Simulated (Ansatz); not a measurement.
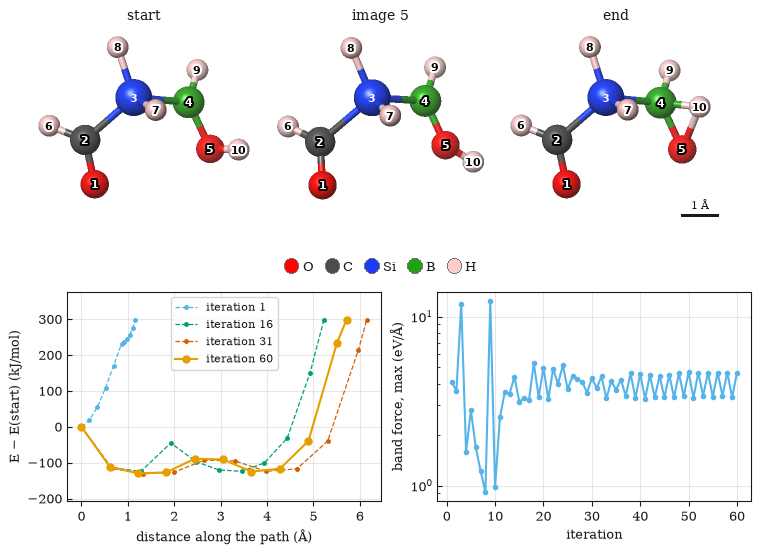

A nudged-elastic-band calculation for CH5BO2Si. Images are numbered from 0 (start) to 10 (end). The plot follows the band through its iterations. Style: ball-and-stick. Shown at a tilt.

Theory: RKS B3LYP-D4/cc-pVDZ (Ansatz 0.2.0). Run with 9 movable images; climbing image; force threshold 0.05 eV/Å; iteration limit 60; starting path through a guess of the saddle point; end points as typed, not relaxed.

Q: Judge this run.

A: The result isn't final. The band hadn't converged when the run stopped after 60 iterations. The largest component of the band force went from 4.1 to 4.7 eV/Å. The end points weren't relaxed, so energies relative to them aren't barriers between minima. The first iteration put the highest image at 299.2 kJ/mol. There is no barrier: the inner images dip to −129.7 kJ/mol relative to the start, below both ends (the end lies at +299.2 kJ/mol), so the ends aren't minima along this motion.
